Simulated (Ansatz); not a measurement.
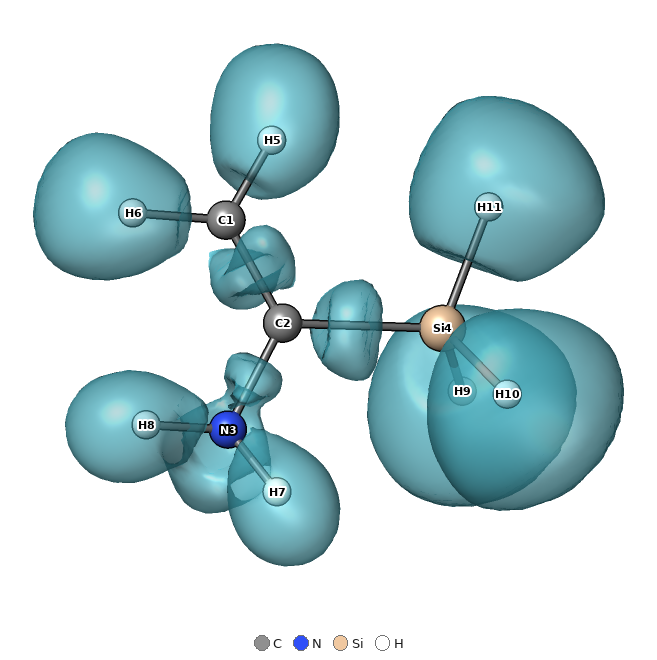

Figure 1: C2H7NSi. Isosurface of the ELF at 0.8 (cyan), seen at a tilt. Core shells and regions of very low density are left out.

Geometry: PBE0-D4/def2-TZVP.

Theory: RKS PBE0-D4/def2-TZVPP in Ansatz.

```json
{"atom": "C", "x (Å)": "0.1880", "y (Å)": "1.4943", "z (Å)": "0.3797"}
{"atom": "C", "x (Å)": "-0.0747", "y (Å)": "0.1826", "z (Å)": "0.3144"}
{"atom": "N", "x (Å)": "-0.6421", "y (Å)": "-0.5426", "z (Å)": "1.3508"}
{"atom": "Si", "x (Å)": "0.2019", "y (Å)": "-0.7262", "z (Å)": "-1.3002"}
{"atom": "H", "x (Å)": "0.5675", "y (Å)": "2.0289", "z (Å)": "-0.4802"}
{"atom": "H", "x (Å)": "0.0168", "y (Å)": "2.0719", "z (Å)": "1.2852"}
{"atom": "H", "x (Å)": "-0.3970", "y (Å)": "-1.5176", "z (Å)": "1.4027"}
{"atom": "H", "x (Å)": "-0.6367", "y (Å)": "-0.0959", "z (Å)": "2.2558"}
{"atom": "H", "x (Å)": "-1.0905", "y (Å)": "-1.1425", "z (Å)": "-1.9072"}
{"atom": "H", "x (Å)": "0.9910", "y (Å)": "-1.9654", "z (Å)": "-1.0448"}
{"atom": "H", "x (Å)": "0.9411", "y (Å)": "0.1557", "z (Å)": "-2.2356"}
```

What do the ELF domains correspond to?

Answer. At this value the surface marks out one region between bonded C–C atoms (shared pairs), one region between bonded C–Si atoms (shared pairs), five regions around hydrogen nuclei and one joined region spread over several atoms (H, N), in which their bonds and any lone pairs are merged.

Values along the shortest contacts:
C–C (1.34 Å): the ELF peaks at about 0.95 between the atoms; a short, multiple covalent bond. C–N (1.39 Å): the ELF peaks at about 0.90 between the atoms (a covalent bond).
